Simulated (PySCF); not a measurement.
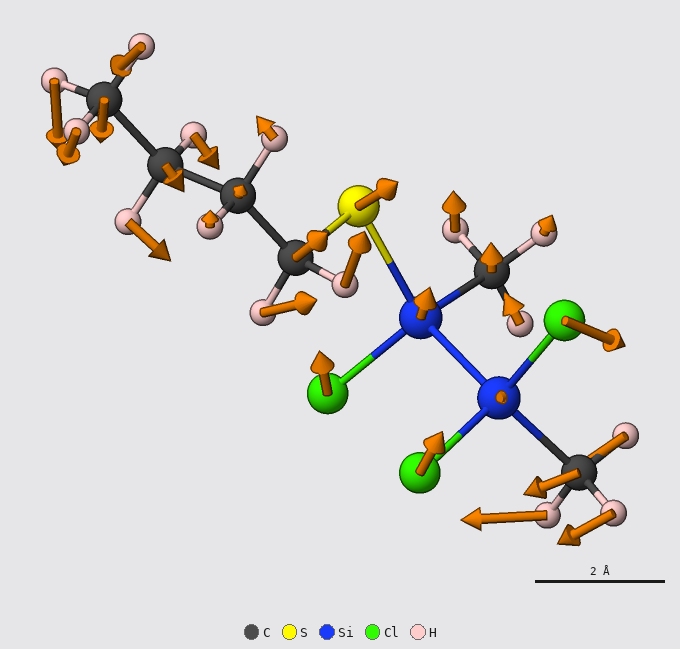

This is a relaxation of C6H15Cl3SSi2. The starting structure is drawn; orange arrows show the displacements, at their true length. The two geometries are superimposed by the best rigid fit.

Style: ball-and-stick. Shown from a free direction.

The start comes from GFN2-xTB. Its atoms were then displaced at random by about 0.01 Å.

Computed with PBE0-D3(BJ)/def2-SVP geometry optimisation, gas phase (PySCF). 

### What happened in the run?

An H atom moves most after the best rigid fit: 1.42 Å. By element the largest moves are H 1.42 Å, Cl 1.36 Å, S 1.05 Å, C 0.99 Å, Si 0.61 Å. Some distances before and after: Cl–Si 2.021 → 2.076 Å, C–C 1.468 → 1.519 Å, Cl–Si 2.049 → 2.098 Å, C–Si 1.908 → 1.860 Å. Among the angles between lasting bonds that change: Cl–Si–Si 109.7° → 102.8°, H–C–H 112.2° → 107.5°, Si–Si–Cl 111.3° → 107.5°. Groups turn about C–S by about 45°, Si–Si by about 25°. The energy falls by 0.409 eV in 21 geometry steps. Cost: 6.8 min on 2 threads of AMD EPYC 9R45 96-Core Processor, with other jobs on the host.
